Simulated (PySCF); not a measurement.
# Ru(OH)3: structure of the doublet

The task is one start of a wider search on Ru(OH)3: the doublet, from a B3LYP minimum start. It is relaxed, tested by its Hessian and followed downhill if it is a saddle.

Program: PySCF 2.14.0. Level of theory: B3LYP, basis Ru def2-SVP with ECP28, O def2-SVP, H def2-SVP, scalar-relativistic core potentials, no spin–orbit coupling, density fitting. These are calculated values, not measurements.

## Step 1: Where the work starts

7 atoms, charge 0, spin multiplicity 2.

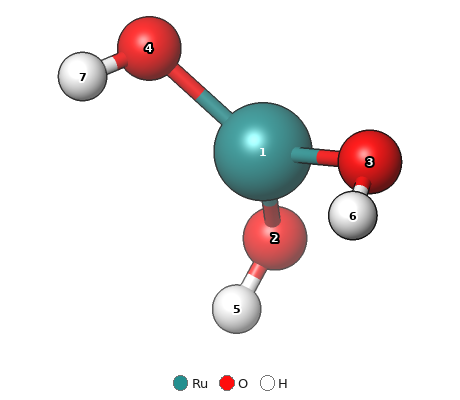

As it starts; ruthenium teal, oxygen red, hydrogen white; atoms are numbered from 1 in the order of the file.

```xyz
7
charge 0 multiplicity 2
Ru    0.0049    0.0000    0.0000
O     0.0423    1.8589    0.0000
O     0.0423   -0.9294   -1.6099
O     0.0423   -0.9294    1.6099
H    -0.8367    2.2777    0.0000
H    -0.8367   -1.1389   -1.9726
H    -0.8367   -1.1389    1.9726
```

## Step 2: Finding the electronic state

The steps below are one call of a driver around PySCF. For each, scf.py gives the equivalent set-up of the SCF; relaxations use the driver's own optimiser. After this first run the driver tries any further starts and a stability analysis.

scf.py

```python
from pyscf import gto, scf, dft
mol = gto.M(atom='''
Ru     0.004910     0.000000    -0.000000
O      0.042300     1.858900    -0.000000
O      0.042300    -0.929450    -1.609860
O      0.042300    -0.929450     1.609860
H     -0.836670     2.277710     0.000000
H     -0.836670    -1.138860    -1.972560
H     -0.836670    -1.138860     1.972560''',
    basis={'Ru': 'def2-SVP', 'O': 'def2-SVP', 'H': 'def2-SVP'},
    ecp={'Ru': 'def2-SVP'},
    charge=0, spin=1)
mf = dft.UKS(mol, xc='B3LYP')
mf.grids.atom_grid = (50, 194)
aux = {'Ru': 'def2-universal-JKFIT', 'O': 'def2-universal-JKFIT', 'H': 'def2-universal-JKFIT'}
mf = mf.density_fit(auxbasis=aux)
mf.conv_tol = 1e-08
mf.diis_space = 10
mf.max_cycle = 60
mf.init_guess = 'minao'
mf.verbose = 4
mf.kernel()
```

Command:

```
> OMP_NUM_THREADS=2 python axn.py task.json out
```

Log:

```text
init E= -312.962753671471
[... the frontier-level lines of each cycle are left out ...]
cycle= 1 E= -321.906243403745  delta_E= -8.94  |g|= 0.841  |ddm|= 2.41
cycle= 2 E= -321.61860787077  delta_E= 0.288  |g|= 1.21  |ddm|= 1.89
cycle= 3 E= -322.210911586879  delta_E= -0.592  |g|= 0.0953  |ddm|= 1.17
cycle= 4 E= -322.207518833362  delta_E= 0.00339  |g|= 0.128  |ddm|= 0.176
cycle= 5 E= -322.214825995881  delta_E= -0.00731  |g|= 0.017  |ddm|= 0.107
cycle= 6 E= -322.214952146261  delta_E= -0.000126  |g|= 0.00243  |ddm|= 0.0187
cycle= 7 E= -322.214961157363  delta_E= -9.01e-06  |g|= 0.000833  |ddm|= 0.00642
cycle= 8 E= -322.214963334799  delta_E= -2.18e-06  |g|= 0.000321  |ddm|= 0.00382
cycle= 9 E= -322.214963842468  delta_E= -5.08e-07  |g|= 0.000134  |ddm|= 0.00232
cycle= 10 E= -322.214963966809  delta_E= -1.24e-07  |g|= 0.000129  |ddm|= 0.00109
cycle= 11 E= -322.214964011891  delta_E= -4.51e-08  |g|= 0.0001  |ddm|= 0.000518
cycle= 12 E= -322.214964082996  delta_E= -7.11e-08  |g|= 2.4e-05  |ddm|= 0.00144
cycle= 13 E= -322.214964087938  delta_E= -4.94e-09  |g|= 5.89e-06  |ddm|= 0.000418
Extra cycle  E= -322.214964088023  delta_E= -8.49e-11  |g|= 5.95e-06  |ddm|= 2.35e-05
converged SCF energy = -322.214964088023  <S^2> = 0.7528142  2S+1 = 2.0028122
```

This step, with its further starts and checks, ran for 21 s (2 threads of Arm Neoverse V1, shared host).

Energies from each starting density:

```csv
start,energy (Eh)
the minimal-basis guess,-322.214964
a thermally smeared density,-322.214964
a smeared PBE density,-322.214964
```

The test of internal stability and the other starts found no lower solution of this spin.

## Step 3: Relaxation: B3LYP minimum start, doublet

The program finds C3v symmetry in the start, which this walk keeps. The walk stops when the largest gradient is under 0.0003 Eh/bohr and the energy has settled too.

scf.py: that of step 2 with these lines changed.

```diff
@@ -3,7 +3,7 @@
-Ru     0.004910     0.000000    -0.000000
-O      0.042300     1.858900    -0.000000
-O      0.042300    -0.929450    -1.609860
-O      0.042300    -0.929450     1.609860
-H     -0.836670     2.277710     0.000000
-H     -0.836670    -1.138860    -1.972560
-H     -0.836670    -1.138860     1.972560''',
+Ru     0.004907     0.000000     0.000000
+O      0.042296     1.858903    -0.000000
+O      0.042298    -0.929452    -1.609857
+O      0.042298    -0.929452     1.609857
+H     -0.836674     2.277714    -0.000000
+H     -0.836672    -1.138858    -1.972559
+H     -0.836672    -1.138858     1.972559''',
@@ -20 +19,0 @@
-mf.init_guess = 'minao'
```

Energy and gradient, step by step:

```csv
step,energy (Eh),change (kJ/mol),largest symmetric gradient (Eh/bohr)
0,-322.214964,0.00,0.00010
```

The walk took 2.5 s.

It settles in C3v symmetry, 0.0 kJ/mol below the start, after 0 steps: O–H 0.974 Å (×3), Ru–O 1.859 Å (×3); H–O–Ru 114.3° (×3), O–Ru–O 120.0° (×3).

## Step 4: Vibrations and properties at this point

On the finer grid the gradient is checked again; gradients at displacements of ±0.02 bohr then give force constants and infrared intensities.

scf.py: that of step 3 with these lines changed.

```diff
@@ -3,7 +3,7 @@
-Ru     0.004907     0.000000     0.000000
-O      0.042296     1.858903    -0.000000
-O      0.042298    -0.929452    -1.609857
-O      0.042298    -0.929452     1.609857
-H     -0.836674     2.277714    -0.000000
-H     -0.836672    -1.138858    -1.972559
-H     -0.836672    -1.138858     1.972559''',
+Ru     0.005668     0.000000     0.000000
+O      0.042260     1.858941    -0.000000
+O      0.042261    -0.929470    -1.609890
+O      0.042261    -0.929470     1.609890
+H     -0.836892     2.277270    -0.000000
+H     -0.836890    -1.138636    -1.972174
+H     -0.836890    -1.138636     1.972174''',
@@ -14 +14 @@
-mf.grids.atom_grid = (50, 194)
+mf.grids.atom_grid = (75, 302)
@@ -17 +17 @@
-mf.conv_tol = 1e-08
+mf.conv_tol = 1e-10
```

This SCF starts from the last density.

Log of the central SCF (cycles and frontier levels):

```text
init E= -322.214877425853
[... the frontier-level lines of each cycle are left out ...]
cycle= 1 E= -322.214877424923  delta_E= 9.3e-10  |g|= 5.15e-05  |ddm|= 5.03e-05
cycle= 2 E= -322.21487741839  delta_E= 6.53e-09  |g|= 0.000136  |ddm|= 0.000132
cycle= 3 E= -322.214877426015  delta_E= -7.63e-09  |g|= 1.4e-06  |ddm|= 9.56e-05
cycle= 4 E= -322.214877426015  delta_E= 3.41e-13  |g|= 5.29e-07  |ddm|= 1.59e-06
Extra cycle  E= -322.214877426019  delta_E= -4.32e-12  |g|= 1.09e-06  |ddm|= 3.28e-06
converged SCF energy = -322.214877426019  <S^2> = 0.75281573  2S+1 = 2.0028138
```

The whole step took 1.8 min.

Geometry: C3v; O–H 0.974 Å (×3), Ru–O 1.859 Å (×3); H–O–Ru 114.3° (×3), O–Ru–O 120.0° (×3).

Harmonic modes (main isotopes):

| symmetry | ω (cm⁻¹) | IR (km/mol) | μ (u) |
| --- | --- | --- | --- |
| e | 182 | 0.0 | 6.66 |
| a1 | 209 | 0.3 | 6.91 |
| a2 | 546 | 0.0 | 1.10 |
| e | 639 | 62.6 | 1.19 |
| a1 | 683 | 0.1 | 7.60 |
| e | 703 | 339 | 7.42 |
| e | 863 | 383 | 1.11 |
| a1 | 935 | 23.1 | 1.16 |
| e | 3692 | 76.9 | 1.07 |
| a1 | 3709 | 47.6 | 1.07 |

All wavenumbers are real: a minimum.

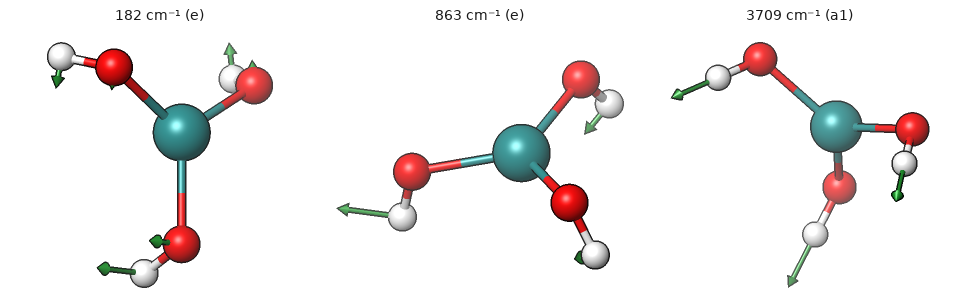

Displacements of 3 of the modes, as arrows (one member where a mode is degenerate).

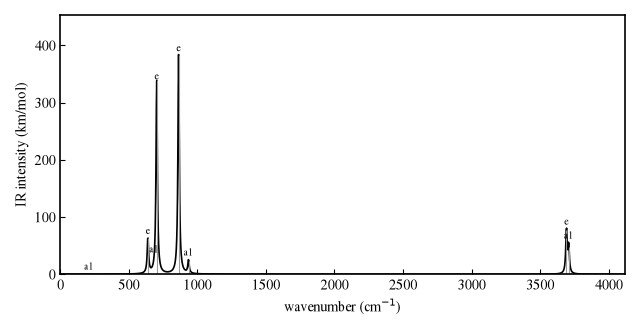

The harmonic infrared spectrum (widths in cm⁻¹). Lines are broadened to a width of 12 cm⁻¹ (Lorentzian).

Properties at this point:

* Dipole moment: 4.03 D
* Highest occupied level: -6.19 eV
* Lowest empty level: -3.24 eV
* Rotational constants: 0.1814, 0.1814, 0.09288 cm⁻¹
* Zero-point energy: 109.1 kJ/mol
* Principal polarisabilities: 33.0, 47.7, 47.7 bohr³
* Atomisation energy without zero-point energy: 2347 kJ/mol
* Principal traceless quadrupole moments about the centre of mass: -2.10, -2.10, 4.20 D Å
* Entropy at 298.15 K and 1 bar (electronic part: spin only): 315.3 J/(mol K)
* Heat capacity Cp at 298.15 K: 86.3 J/(mol K)
* Enthalpy at 298.15 K above 0 K: 17.03 kJ/mol
* Rotational symmetry number: 3
* Spin squared ⟨S²⟩: 0.753

Populations by atom (charges in e):

```tsv
atom	Mulliken	Löwdin	polar tensor	spin (Mulliken)	Mayer order to Ru1
Ru1	0.60	0.03	1.27	1.05	–
O2,3,4	-0.40	-0.10	-0.66	-0.01	1.14
H5,6,7	0.20	0.09	0.24	0.00	0.02
```

Outer orbital energies (eV). α occupied: -10.82, -10.07, -9.21, -9.21, -8.58, -6.92, -6.49, -6.49; empty: -2.01, -2.01, -0.54, 0.76. β occupied: -10.74, -10.74, -9.96, -9.22, -9.22, -8.63, -6.19, -6.19; empty: -3.24, -1.71, -1.71, -0.20.

Mulliken populations on Ru1 (outside its core potential): s 2.40, p 6.43, d 6.56, f 0.02.

## Step 5: Outcome

| quantity | value |
| --- | --- |
| minimum | doublet, C3v |
| geometry | O–H 0.974 Å (×3), Ru–O 1.859 Å (×3); H–O–Ru 114.3° (×3), O–Ru–O 120.0° (×3) |
| wavenumbers (cm⁻¹) | 182 (e), 209 (a1), 546 (a2), 639 (e), 683 (a1), 703 (e), 863 (e), 935 (a1), 3692 (e), 3709 (a1) |
| dipole moment | 4.03 D |
| highest occupied, lowest empty level (either spin) | -6.19, -3.24 eV |
| polar-tensor charge of Ru1 | +1.27 e |
| zero-point energy | 109.1 kJ/mol |
| entropy at 298.15 K | 315.3 J/(mol K) |
| atomisation energy (no zero-point energy) | 2347 kJ/mol |
| ⟨S²⟩ | 0.753 |

**Reading.** The B3LYP minimum start keeps its C3v symmetry and ends in a minimum. In the infrared the band at 863 cm⁻¹ (e) leads. Most of the spin sits on Ru1 (Mulliken spin 1.05, against 1 for the whole molecule). Only this shape and spin were tried, so other structures or states may lie lower. One determinant may miss the lowest occupation of an open d or f shell.

The search up to here took 2.2 min.
